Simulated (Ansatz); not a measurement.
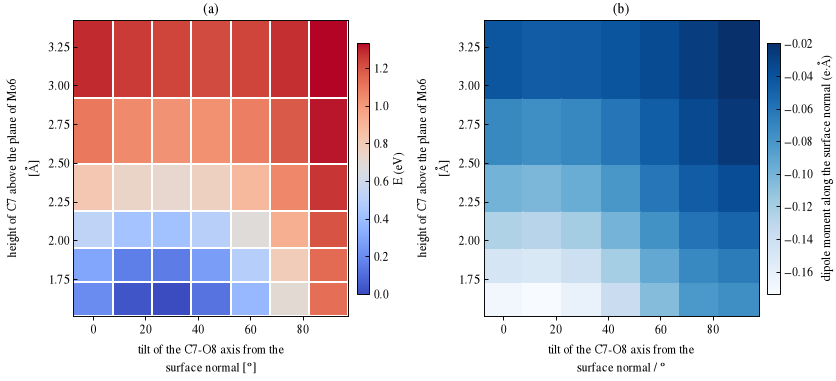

CO on a Mo(111) slab cut from the Im-3m phase, its upper half relaxed before the scan (6 atoms of substrate and one adsorbate in a 1 × 1 cell). 
- CO stands on one site of a rigid substrate while its tilt and height are varied at a fixed bond length; it sits over a bridge site, heights counted from the top plane, tilted towards a direction equivalent to the long diagonal of the hexagonal 1 × 1 surface cell.
- The first coordinate is: tilt of the C7-O8 axis from the surface normal; the second: height of C7 above the plane of Mo6.
- The grid has 7 × 6 points.
- Points are written as (first, second).
- Energies: eV, counted from the lowest grid point.
- The runs have no spin polarisation; a magnetic state may lie lower.
- Theory: DFT PBE, scalar-relativistic, plane waves, PAW in Ansatz 0.2.0. Settings: cutoff 420 eV, k-mesh 6×6×1, gaussian smearing 0.1 eV, no spin polarisation.

Panel (a) is the energy; panel (b) is the computed dipole moment along the surface normal, in e·Å.

Drawn: one coloured cell a grid point.

**How does the dipole moment along the surface normal vary over the map, and what is it at the lowest grid point?**

Leaving out the highest fifth of the energies, it runs from −0.17 e·Å at (15°, 1.62 Å) to −0.03 e·Å at (75°, 2.67 Å). At the lowest grid point, (30°, 1.62 Å), it is −0.16 e·Å. That point lies on the edge of the scan.

| second ↓, first → | 0 | 15 | 30 | 45 | 60 | 75 | 90 |
| --- | --- | --- | --- | --- | --- | --- | --- |
| 3.17 | −0.04 | −0.05 | −0.05 | −0.04 | −0.04 | −0.03 | −0.02 |
| 2.67 | −0.07 | −0.08 | −0.07 | −0.06 | −0.05 | −0.03 | −0.02 |
| 2.32 | −0.10 | −0.10 | −0.10 | −0.08 | −0.06 | −0.05 | −0.04 |
| 2.06 | −0.12 | −0.13 | −0.12 | −0.10 | −0.08 | −0.06 | −0.05 |
| 1.84 | −0.15 | −0.15 | −0.14 | −0.12 | −0.09 | −0.07 | −0.06 |
| 1.62 | −0.17 | −0.17 | −0.16 | −0.14 | −0.11 | −0.08 | −0.08 |

PAW datasets: the set soft_1.
